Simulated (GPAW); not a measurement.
TaN (P-6m2), N K edge of atom 2, with 6 Ta at 2.23 Å (trigonal prismatic, site symmetry -6m2). Method: GPAW, LDA, excited-electron core hole (neutral cell), 16-atom cell with 5.8 Å between holes, 6×7×7 k points, dipole transitions, Gaussian full width 0.9 eV up to 4 eV, rising linearly to 3.5 eV at 25 eV, without spin-orbit coupling.

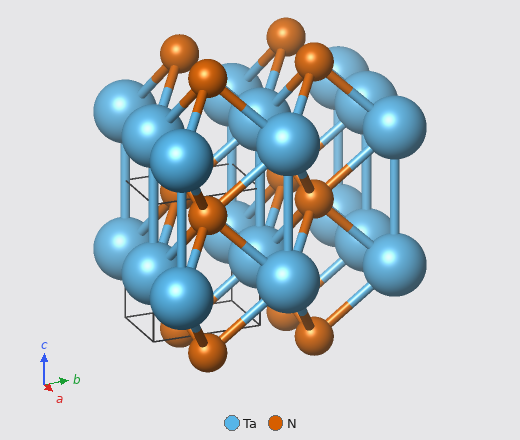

The structure (tantalum blue, nitrogen orange). 2×2×2 cells are drawn. Some periodic images of atoms are drawn too.

```xyz
2
Lattice="2.9380 0.0000 0.0000 -1.4690 2.5444 0.0000 0.0000 0.0000 2.8830" Properties=species:S:1:pos:R:3 pbc="T T T"
Ta    0.0000    0.0000    1.4415
N     1.4690    0.8481    0.0000
```

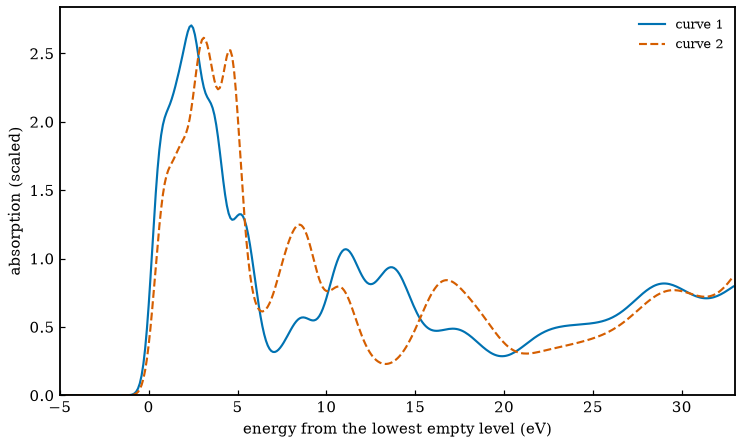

Energy from the lowest empty level; a common scale on which the isotropic spectrum has a mean of 1 over the first 20 eV.

Question: The curves are for the electric vector along different Cartesian axes of the cell as given, averaged over the symmetry-equivalent atoms. Which is which?

Curve 1: along x (⊥ c) (the other in-plane axis gives the same curve within 3 %), main maxima 2.4 eV (2.70), 11.1 eV (1.07) and 13.7 eV (0.94). Curve 2: along z (c), main maxima 3.1 eV (2.61), 4.6 eV (2.52) and 8.5 eV (1.25). A K edge sees empty p states; the first features are N p mixed into the empty d states of the Ta neighbours, and the broad ones above probably into the cations' higher empty bands. Each direction probes the empty orbitals that point along it. The holes are only 5.8 Å apart, so the shape is probably not converged with cell size; no larger cell was run here. Lifetime broadening is put in by hand, and intensities beyond about 20 eV depend on it and on the partial waves; weight that the partial waves miss at high energy is lost.

[Banner, clock and machine lines of the logs are left out without a mark of their own.]

[Logs are printed without paths, hosts, clocks, repeated set-up lines and the standing remarks that a program may print on its own settings, such as how far it seeks lower states.]

[Hosts, paths, dates, database ids (printed as entryN), source tags and the programs' standing remarks are cut or masked in the printed files.]

[Lists of maxima count a maximum above −3 eV only where it reaches 4 % of the highest in the window and stands out from its surroundings by 2 % of it (1.5 % where it reaches 55 %); shoulders and weaker maxima are passed over, and of the rest the first, up to two pre-edge ones and the few strongest are named.]
